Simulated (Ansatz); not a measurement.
**Molecular dynamics of Cd34Se25S9 with crystalline order left by the classical run (68 atoms)**

How do the atoms of Cd34Se25S9 with crystalline order left by the classical run (68 atoms) move, and what local order do they keep?

Method: Kohn-Sham DFT, PBE, PAW (set soft_2, large core), plane waves, in Ansatz 0.2.0.

### Step 1. Starting point

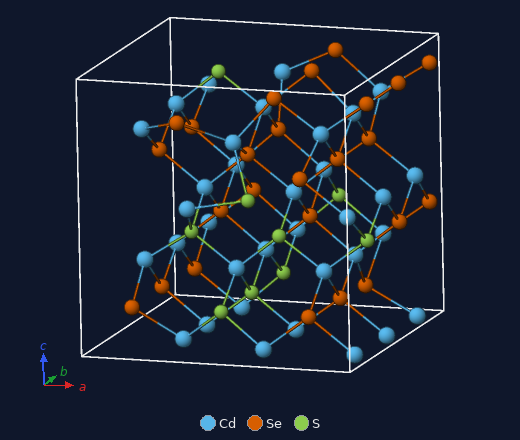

Start, viewed slightly off an axis; cadmium blue, selenium orange, sulfur green.

The cell holds 68 atoms: 34 Cd, 25 Se and 9 S. Cell: a = 12.336 Å, b = 12.336 Å, c = 12.336 Å, α = 90.0°, β = 90.0°, γ = 90.0°. It derives from Cd34Se25S9. 68 atoms (34 Cd, 25 Se, 9 S) placed at random at 5.38 g/cm³, melted at 2500 K for 10 ps at fixed volume with the Stillinger-Weber II-VI potential (Zhou et al., Phys. Rev. B 88, 085309 (2013)). Quenched from 2500 K to 300 K at 50 K/ps and fixed volume, held 5 ps, then minimised at fixed cell.

Limits known from the start: The quench rate of 50 K/ps is orders of magnitude faster than experiment, which tends to freeze in extra defects. The starting topology of bonds comes from the classical model. Sampling is at Γ alone, for a cell whose shortest periodic width is 12 Å.

### Step 2. Dynamics started at 900 K

A Nosé–Hoover thermostat steers the temperature while disturbing the dynamics little. The time step is 2.0 fs.

File input.yaml:

```yaml
crystal:
  lattice:
    - [12.3356, 0.0, 0.0]
    - [0.0, 12.3356, 0.0]
    - [0.0, 0.0, 12.3356]
  atoms:
    - { symbol: Cd, position: [0.97974, 0.11102, 0.03763] }
    - { symbol: Cd, position: [0.80864, 0.61747, 0.27586] }
    - { symbol: Cd, position: [0.47972, 0.94368, 0.27638] }
    - { symbol: Cd, position: [0.4783, 0.61285, 0.27767] }
    [... 58 atom lines left out ...]
    - { symbol: S, position: [0.31923, 0.59866, 0.91337] }
    - { symbol: S, position: [0.58859, 0.12277, 0.56801] }
    - { symbol: S, position: [0.32127, 0.27704, 0.40734] }
    - { symbol: S, position: [0.48232, 0.11746, 0.16212] }
    - { symbol: S, position: [0.63723, 0.94488, 0.4082] }
    - { symbol: S, position: [0.48394, 0.77703, 0.15681] }
kpoints:
  mp_grid: { grid: [1, 1, 1] }
hamiltonian:
  xc: pbe
  pseudopotentials: { kind: paw, core: large }
scf:
  occupations: { method: fermi_dirac, width: 0.025 }
output:
  forces: true
md:
  timestep: 2.0
  n_steps: 47
  ensemble: nvt_nose_hoover
  temperature: 900
  initial_velocities: maxwell_boltzmann
  seed: 8501
```

Run with:

```console
ansatz run input.yaml --threads 4 --pin off --max-ram 8192MiB --backend cpu --events-out ev --progress --plain --runs-dir out
```

The job ended after 12 min (4 threads of Arm Neoverse V2, shared host; peak memory 3.1 GiB).

The program notes that potentials were chosen by core size and it switched symmetry off.

Rows from the run:

```csv
time (fs),T (K),potential (meV/atom),conserved (meV/atom)
0.0,900,0.0,0.00
6.0,894,0.8,0.00
12.0,855,5.8,0.01
18.0,793,13.8,0.02
26.0,696,26.3,0.04
32.0,627,35.3,0.04
38.0,571,42.9,0.05
44.0,539,47.6,0.06
50.0,540,48.3,0.05
56.0,570,45.5,0.04
62.0,618,40.6,0.04
68.0,677,34.8,0.02
76.0,743,28.9,0.01
82.0,764,28.3,0.01
88.0,760,30.9,0.03
94.0,744,35.0,0.04
```

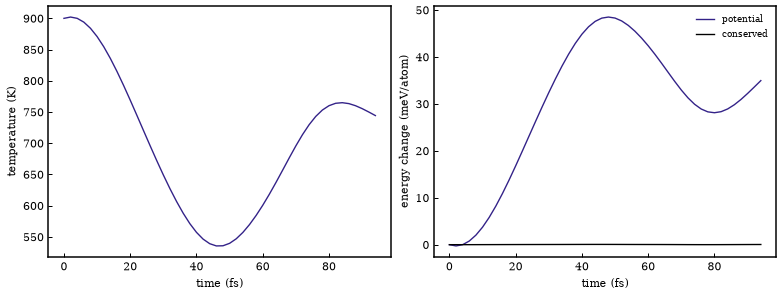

Temperature and energies against time.

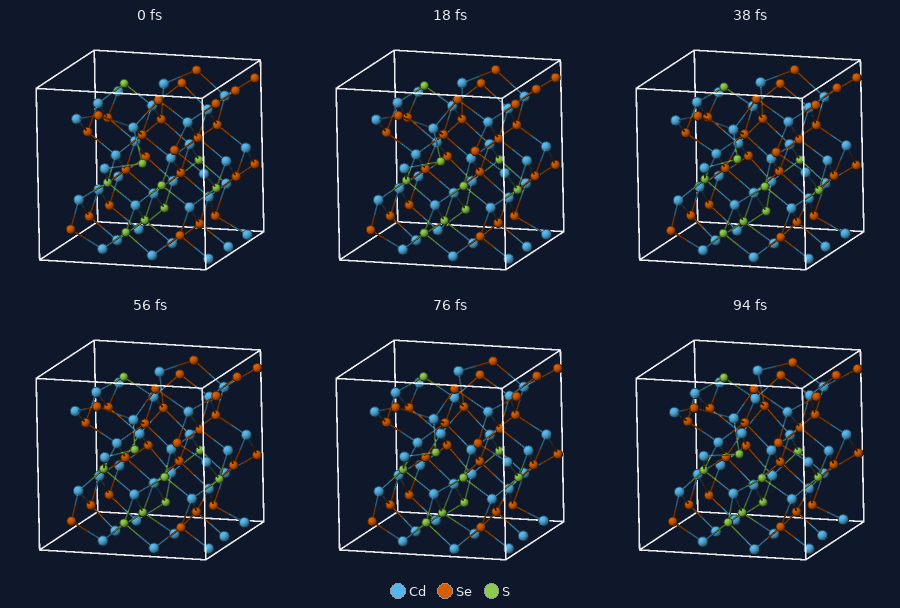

6 frames of the run.

Mean square displacement from the first frame to the last: Cd 0.10 Å², Se 0.099 Å², S 0.063 Å².

The mean square displacement by time lag:

```
time lag (fs)  Cd (Å²)   S (Å²)  Se (Å²)
          2.0   6.4e-5   2.2e-4   8.1e-5
          4.0   2.5e-4   8.9e-4   3.2e-4
          6.0   5.7e-4  0.00199   7.2e-4
          8.0  0.00101  0.00350  0.00127
         10.0  0.00157  0.00540  0.00197
         12.0  0.00225  0.00765  0.00282
         14.0  0.00305   0.0102  0.00379
         16.0  0.00396   0.0131  0.00490
         18.0  0.00498   0.0162  0.00613
         20.0  0.00612   0.0195  0.00748
         22.0  0.00736   0.0230  0.00894
         24.0  0.00870   0.0266   0.0105
         26.0   0.0101   0.0302   0.0122
         28.0   0.0117   0.0339   0.0139
         30.0   0.0133   0.0375   0.0157
         32.0   0.0150   0.0410   0.0176
         34.0   0.0168   0.0444   0.0196
         36.0   0.0187   0.0476   0.0216
         38.0   0.0207   0.0506   0.0237
         40.0   0.0228   0.0533   0.0259
         42.0   0.0249   0.0558   0.0280
         44.0   0.0271   0.0580   0.0303
         46.0   0.0294   0.0599   0.0326
         48.0   0.0318   0.0615   0.0349
```

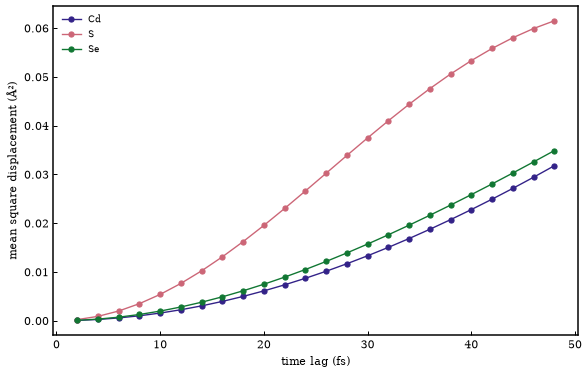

Mean square displacement against time lag.

Over the second half of 94 fs the temperature averages 676 K, rising from about 556 to 756 K (means over the first and last quarter of that half). The conserved energy stays within 0.06 meV/atom. From first frame to last Cd has the largest mean square displacement, 0.10 Å² at the end; the farthest move is 0.56 Å. The mean temperature of 676 K lies well off the 900 K of the input, so the thermostat hasn't yet brought the run to equilibrium. The run spans 0.09 ps, too short for its means to be equilibrium values.

### Step 3. Local order late in the run

The g(r) is a mean over the second half; what follows it is taken at the last frame.

Density 5.38 g/cm³, 27.60 Å³ an atom.

Mean of 13 frames. Pair distribution functions g(r), in bins of 0.2 Å:

```csv
r (Å),total,Cd-Cd,Cd-Se,Cd-S,Se-Se,Se-S,S-S
2.10,0.03,0.00,0.00,0.20,0.00,0.00,0.00
2.30,0.14,0.00,0.07,0.89,0.00,0.00,0.00
2.50,2.62,0.00,4.62,6.92,0.00,0.00,0.00
2.70,2.77,0.00,6.24,3.62,0.00,0.00,0.00
2.90,0.50,0.00,1.30,0.09,0.00,0.00,0.32
3.10,0.07,0.14,0.00,0.00,0.00,0.11,1.17
3.30,0.09,0.18,0.00,0.00,0.00,0.21,1.67
3.50,0.18,0.32,0.04,0.00,0.26,0.41,0.36
3.70,0.27,0.39,0.03,0.14,0.64,0.59,0.00
3.90,0.98,2.17,0.00,0.05,1.25,2.16,3.05
4.10,1.93,3.44,0.15,0.69,3.35,3.79,5.94
4.30,2.26,4.44,0.34,0.20,4.36,3.15,5.72
4.50,1.55,1.79,1.07,0.86,3.17,1.35,2.05
4.70,1.50,0.81,2.13,2.33,1.34,0.33,0.13
4.90,1.39,0.27,2.59,2.37,0.35,0.02,0.00
5.10,1.17,0.27,2.13,2.22,0.00,0.19,0.44
5.30,0.69,0.13,1.27,1.05,0.11,0.37,0.20
5.50,0.47,0.61,0.43,0.47,0.26,0.65,0.19
5.70,0.38,0.31,0.25,0.32,0.28,1.26,0.48
5.90,0.54,0.72,0.35,0.24,0.42,1.40,0.48
6.10,0.66,0.96,0.46,0.52,0.99,0.47,0.27
```

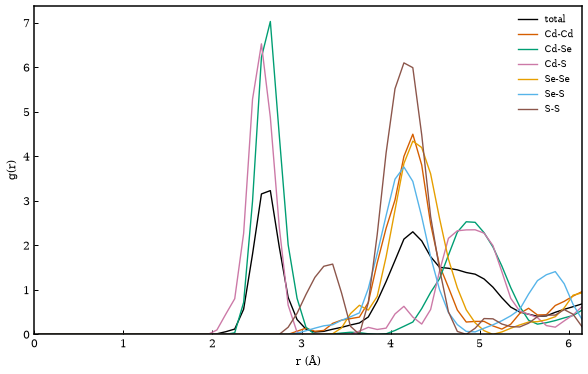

Pair distribution functions, lightly smoothed.

Bonds by pair of elements; cutoffs follow the first minimum of g(r), held within bounds set by covalent radii, and pairs that aren't listed don't count as bonded:

```
pair A-B  cutoff (Å)  bonds  mean length (Å)  spread (Å)  shortest (Å)  B about A  A about B
   Cd-Se        3.23     97             2.66        0.11          2.38       2.85       3.88
    Cd-S        3.18     31             2.56       0.123          2.25      0.912       3.44
```

How many atoms have how many bonded neighbours:

| element | mean | 2 | 3 | 4 | 5 |
| --- | --- | --- | --- | --- | --- |
| Cd | 3.77 | 0 | 8 | 26 | 0 |
| S | 3.44 | 1 | 3 | 5 | 0 |
| Se | 3.88 | 0 | 4 | 20 | 1 |

Bond angles, per cent of each kind in bins of 5°:

```csv
angle (°),Cd-Se-Cd,Se-Cd-Se,S-Cd-Se,Cd-S-Cd,S-Cd-S
70–75,0.7,0.0,0.0,0.0,0.0
75–80,0.7,0.0,0.0,2.5,0.0
80–85,0.7,0.0,0.0,0.0,0.0
85–90,1.4,3.6,0.0,0.0,0.0
90–95,7.0,3.6,5.5,2.5,0.0
95–100,14.1,11.8,12.7,2.5,20.0
100–105,15.5,11.8,23.6,32.5,13.3
105–110,19.7,20.0,12.7,20.0,20.0
110–115,16.9,21.8,20.0,17.5,20.0
115–120,10.6,14.5,10.9,12.5,20.0
120–125,4.9,4.5,9.1,7.5,6.7
125–130,2.1,4.5,1.8,2.5,0.0
130–135,2.8,2.7,3.6,0.0,0.0
135–140,0.0,0.9,0.0,0.0,0.0
140–145,0.7,0.0,0.0,0.0,0.0
145–150,1.4,0.0,0.0,0.0,0.0
150–155,0.7,0.0,0.0,0.0,0.0
```

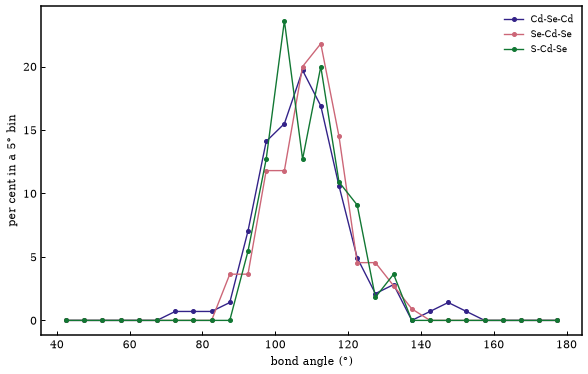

Distributions of the most common bond angles.

Bond angles (no mean is given where the spread exceeds 20°):

| angle | count | mean (°) | spread (°) |
| --- | --- | --- | --- |
| Cd-Se-Cd | 142 | 108 | 12.2 |
| Se-Cd-Se | 110 | 110 | 10.2 |
| S-Cd-Se | 55 | 109 | 9.5 |
| Cd-S-Cd | 40 | 108 | 9 |
| S-Cd-S | 15 | 109 | 7.5 |

Bond length by coordination (bonds to H left out):

| element | coordination | atoms | mean bond length (Å) |
| --- | --- | --- | --- |
| Cd | 3 | 8 | 2.57 |
| Cd | 4 | 26 | 2.65 |
| S | 2 | 1 | 2.65 |
| S | 3 | 3 | 2.48 |
| S | 4 | 5 | 2.58 |
| Se | 3 | 4 | 2.60 |
| Se | 4 | 20 | 2.66 |
| Se | 5 | 1 | 2.76 |

Rings of the network by King's shortest-path rule, up to 12 atoms, one path for each pair of neighbours; H, halogens, alkali and alkaline-earth atoms are left out, and the last column divides by all other atoms, bonded or not:

| ring size (atoms) | rings | per network atom |
| --- | --- | --- |
| 6 | 96 | 1.41 |
| 8 | 5 | 0.074 |
| 10 | 2 | 0.029 |

For some of the pairs, g(r) has its first main peak near 4.3 Å (Cd-Cd), 2.6 Å (Cd-Se), 2.5 Å (Cd-S), 4.3 Å (Se-Se) and 4.2 Å (Se-S). Counting bonds as in the table, 76 % of Cd atoms have 4, 56 % of S atoms have 4 and 80 % of Se atoms have 4 bonded neighbours. The Cd-Se-Cd angle averages 108° with a spread of 12°. Rings of 6 atoms are the most common (93 % of those counted); sizes run from 6 to 10.

### Step 4. Single point at the last frame

The last frame is solved again with fuller output, to read the electronic structure of a thermally displaced geometry.

File input.yaml:

```yaml
crystal:
  lattice:
    - [12.3356, 0.0, 0.0]
    - [0.0, 12.3356, 0.0]
    - [0.0, 0.0, 12.3356]
  atoms:
    - { symbol: Cd, position: [0.98771, 0.09983, 0.0406] }
    - { symbol: Cd, position: [0.80406, 0.63506, 0.26252] }
    - { symbol: Cd, position: [0.48074, 0.92673, 0.25426] }
    - { symbol: Cd, position: [0.47515, 0.6222, 0.26675] }
    [... 58 atom lines left out ...]
    - { symbol: S, position: [0.32179, 0.58502, 0.89202] }
    - { symbol: S, position: [0.57097, 0.11986, 0.56432] }
    - { symbol: S, position: [0.30254, 0.26705, 0.4226] }
    - { symbol: S, position: [0.49485, 0.12127, 0.1613] }
    - { symbol: S, position: [0.62783, 0.95777, 0.39623] }
    - { symbol: S, position: [0.47742, 0.77141, 0.13348] }
kpoints:
  mp_grid: { grid: [1, 1, 1] }
hamiltonian:
  xc: pbe
  pseudopotentials: { kind: paw, core: large }
scf:
  occupations: { method: fermi_dirac, width: 0.025 }
output:
  forces: true
  stress: true
  populations: true
  dos:
    method: { smearing: { sigma: 0.08 } }
    de: 0.1
    projected: { site_lists: { Cd: [Cd], S: [S], Se: [Se] } }
  eigenvalues: true
  write_density: true
  write_potential: true
  volumetric_format: npy
```

The job ended after 45 s (4 threads; peak memory 2.8 GiB; 3 min of CPU time).

The run gave:

```yaml
free_energy: -353251.9506 eV
free_energy_per_atom: -5194.8816 eV/atom
scf_cycles: 16
pressure: 2.819 GPa
r_m_s_force_component: 0.5556 eV/Å
longest_force: 2.713 eV/Å
fermi_energy: 6.718 eV
levels_partly_filled_by_over_2_per_cent: 2
spilling_of_the_projection: 0.007849
```

Neighbours are counted within 3.23 Å (Cd-Se), 3.18 Å (Cd-S), the cutoffs taken from the dynamics.

Length of the force by element and coordination:

```csv
element,coordination,atoms,mean length of the force (eV/Å),spread,least,most
Cd,all,34,0.803,0.511,0.170,2.31
Cd,3,8,1.10,0.674,0.228,2.31
Cd,4,26,0.713,0.408,0.170,2.10
S,all,9,1.13,0.734,0.195,2.71
S,2,1,1.46,0,1.46,1.46
S,3,3,0.530,0.289,0.195,0.9
S,4,5,1.42,0.775,0.632,2.71
Se,all,25,0.739,0.301,0.266,1.57
Se,3,4,0.841,0.159,0.687,1.11
Se,4,20,0.714,0.324,0.266,1.57
Se,5,1,0.846,0,0.846,0.846
```

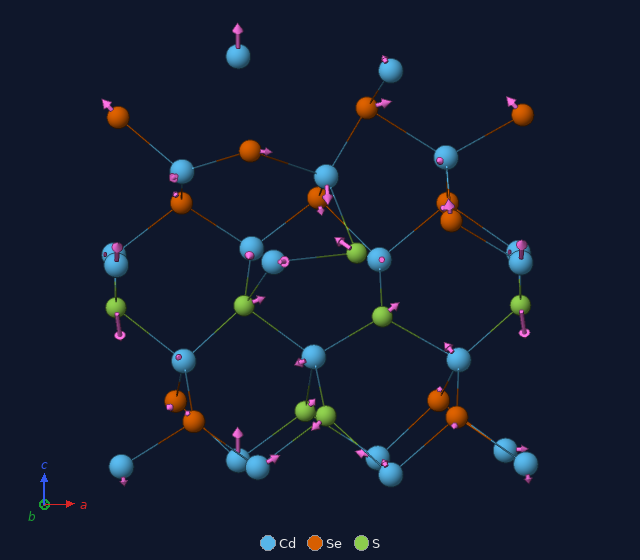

Forces as arrows; the longest in the cell is 2.71 eV/Å. Drawn is a slice 6 Å thick, seen along the normal of the ac plane. Bonds to atoms that aren't drawn are left out.

Density of states as counts of states in windows of 1 eV (from the Fermi level), total and the larger projections:

```
from (eV)  to (eV)  total   Cd d  Se p  Cd s   S p
      -10       -9    0.1    0.1   0.0   0.0   0.0
       -9       -8  148.3  141.8   4.0   0.4   1.4
       -8       -7  191.5  183.9   2.3   0.9   0.9
       -7       -5    0.0    0.0   0.0   0.0   0.0
       -5       -4   29.8    1.2  13.8   9.2   4.5
       -4       -3   34.5    1.4  16.9   8.2   5.9
       -3       -2   46.3    1.9  28.9   2.1  10.9
       -2       -1   55.7    2.4  36.6   0.8  13.5
       -1        0   38.5    1.5  24.8   1.5   8.7
        0        1    3.2    0.1   0.9   0.7   0.8
        1        2    7.9    0.1   1.4   3.3   0.8
        2        3   25.4    0.1   5.0  11.6   1.4
        3        4   36.5    0.1   5.5  11.6   1.8
        4        5   32.9    0.1   2.8   4.8   0.9
```

The curve was stored every 0.100 eV, coarse against its broadening of 0.08 eV, so these counts are rough.

Between -26 and -10 eV lie 68 more states.

About 271 of the 884 electrons lie in deeper levels, below the stored range.

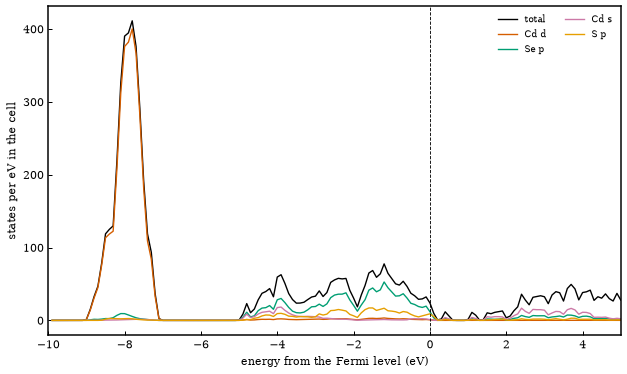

Total and projected density of states, with the broadening of the input.

The levels nearest the highest filled one (over half full), pooled over k-points and spins:

```
level less the highest filled one (eV)  occupation
                                -0.321           2
                                -0.268           2
                                -0.185           2
                                -0.113        2.00
                               -0.0667        1.98
                                     0        1.70
                                0.0842       0.327
                                 0.462           0
                                  1.17           0
                                  1.58           0
                                  1.78           0
                                  1.94           0
```

### Step 5. Results

| Item | Value |
| --- | --- |
| mean temperature, second half | 675.9 K |
| temperature swing, second half | 83.83 K |
| slope of the conserved energy against time, by least squares | 0.0788 meV/atom/ps |
| free energy per atom | -5194.8816 eV/atom |
| pressure | 2.819 GPa |
| r.m.s. force component | 0.5556 eV/Å |
| wall time of the 2 DFT runs | 13 min |

In words: Over the second half of 94 fs the temperature averages 676 K, rising from about 556 to 756 K (means over the first and last quarter of that half). The conserved energy stays within 0.06 meV/atom. The mean temperature of 676 K lies well off the 900 K of the input, so the thermostat hasn't yet brought the run to equilibrium. The run spans 0.09 ps, too short for its means to be equilibrium values. Counting bonds as in the table, 76 % of Cd atoms have 4, 56 % of S atoms have 4 and 80 % of Se atoms have 4 bonded neighbours. 2 levels are partly filled by over 2 % (at Γ alone), and the list of levels jumps by 0.71 eV between +0.46 and +1.17 eV: the Fermi level sits among few, sparse states, as at a band edge or among defect levels.

**Limits.** The network of bonds at the start is that of the classical potential that made the cell; DFT moved the atoms only locally, and no bond changed. The pressure of 2.8 GPa is that of one thermal frame at a volume set beforehand, without the kinetic term.

[Logs are printed without paths, hosts, clocks, repeated set-up lines and the standing remarks that a program may print on its own settings, such as how far it seeks lower states.]

[Hosts, paths, dates, database ids (printed as entryN), source tags and the programs' standing remarks are cut or masked in the printed files.]
